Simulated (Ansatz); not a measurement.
**Strength of the Ge–H bond: GeH3Cl → GeH2Cl + H**

Species: GeH3Cl (chlorogermane) `[Cl][GeH3]`, singlet; GeH2Cl `[Cl][GeH2]`, doublet; H atom, doublet. 

Shapes, held fixed at every level: PBE0-D4/def2-TZVP. Programs: Ansatz 0.2.0. The zero-point and thermal change to 298 K, harmonic and unscaled (PBE0-D4/def2-TZVP), is -18.6 kJ/mol.

| level | kind | ΔH(298 K) (kJ/mol) | less CCSD(T)/def2-TZVPP |
| --- | --- | --- | --- |
| HF/def2-TZVPP | Hartree–Fock | +270.9 | -82.4 |
| PBE-D4/def2-TZVPP | GGA | +330.5 | -22.8 |
| B3LYP-D4/def2-TZVPP | global hybrid | +343.8 | -9.5 |
| r2SCAN0-D4/def2-TZVPP | global hybrid | +339.5 | -13.8 |
| B2PLYP/def2-TZVPP | double hybrid | +345.6 | -7.7 |
| CCSD(T)/def2-SVP | coupled cluster or CI | +341.6 | -11.7 |
| CCSD/def2-TZVPP | coupled cluster or CI | +352.8 | -0.5 |
| CCSD(T)/def2-TZVPP | coupled cluster or CI | +353.3 | 0.0 |

The highest level, CCSD(T)/def2-TZVPP, gives ΔH(298 K) = +353.3 kJ/mol; the levels span +270.9 to +353.3. The column of differences is taken from that level and isn't an error. Hartree–Fock misses the correlation of the pair that is broken and comes out low. No measured value is set beside it here. Open shells run unrestricted unless RO is named. Relativity is left out for Ge unless named. Correlated rows may include outer-core shells of Ge, which these sets cover unevenly.

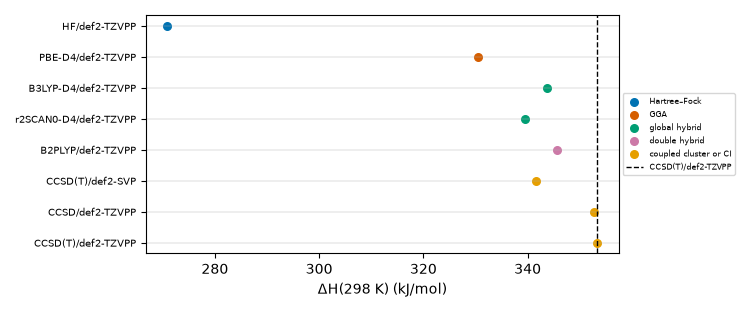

The values of the table, level by level.
